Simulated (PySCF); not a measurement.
Reaction (SMILES): ClCl (Cl2) + [H][H] (H2) → 2 Cl (HCl)
B3LYP-D3(BJ)/def2-TZVP geometries, fixed; electronic energies without zero-point terms.

Basis-set convergence of the energy of full hydrogenation at M06-2X with PySCF. All functions are spherical. Density fitting with generated auxiliary sets. In sets without p functions on hydrogen, species with hydrogen take exact integrals. No added dispersion term, no relativity. Functions are those of the species that has most. Reference: the value in pcseg-4, -43.52 kcal/mol, itself unsure by roughly 0.08 kcal/mol (its mean distance from aug-pcseg-3, aug-cc-pV(Q+d)Z, cc-pV(5+d)Z). Deviations are taken from unrounded values.

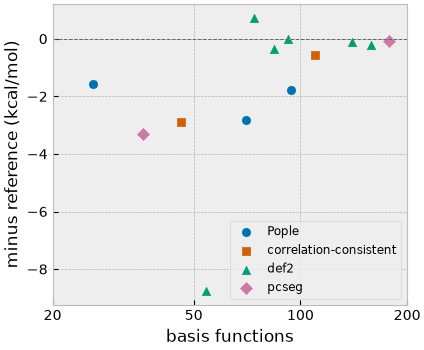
Fig. 1. Deviation from the reference against the number of basis functions, by family of sets.

```csv
basis,functions,energy of full hydrogenation (kcal/mol),minus reference (kcal/mol)
6-31G,26,-45.08,-1.56
pcseg-1,36,-46.82,-3.30
cc-pV(D+d)Z,46,-46.40,-2.88
def2-SVPD,54,-52.27,-8.75
"6-311++G(2d,2p)",70,-46.35,-2.83
def2-TZVP,74,-42.78,0.74
def2-TZVPP,84,-43.87,-0.36
def2-TZVPD,92,-43.54,-0.02
"6-311++G(3df,3pd)",94,-45.29,-1.77
aug-cc-pV(T+d)Z,110,-44.09,-0.57
def2-QZVPP,140,-43.63,-0.11
def2-QZVPPD,158,-43.73,-0.21
aug-pcseg-3,178,-43.59,-0.07
```
